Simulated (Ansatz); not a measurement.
# Be2: the cost of one run

Computed with Ansatz 0.2.0 (DFT LDA, Gaussian basis aug-cc-pVQZ, and further levels as typed in the inputs, unless a step's input says otherwise).

## (1) The structure to begin with

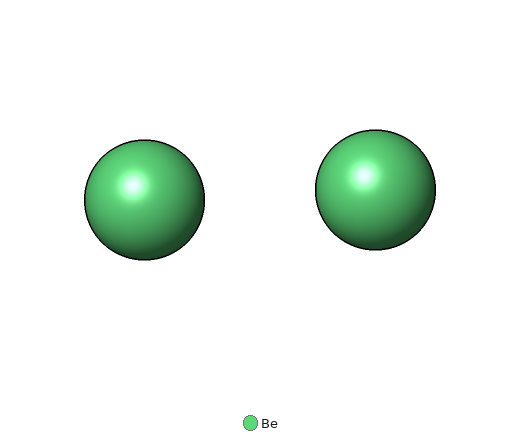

Start, viewed from a chosen angle; beryllium green.

As a file:

```xyz
2

Be    0.0000    0.0000   -1.2250
Be    0.0000    0.0000    1.2250
```

## (2) Batch of points: Be2

The input, input.yaml:

```yaml
basis:
  gaussian: { orbitals: aug-cc-pVQZ }
hamiltonian:
  xc: lda
batch:
  members: [s0.yaml, s1.yaml, s2.yaml, s3.yaml, s4.yaml, s5.yaml, ...]
# s1.yaml, one of 22 members:
crystal:
  periodic: [false, false, false]
  atoms:
    - { symbol: Be, position_ang: [0.0, 0.0, -1.225] }
    - { symbol: Be, position_ang: [0.0, 0.0, 0.775] }
```

What time and memory should one allow on 2 threads of Arm Neoverse V1, shared host?

About 8.6 s, with a peak of 0.24 GiB.
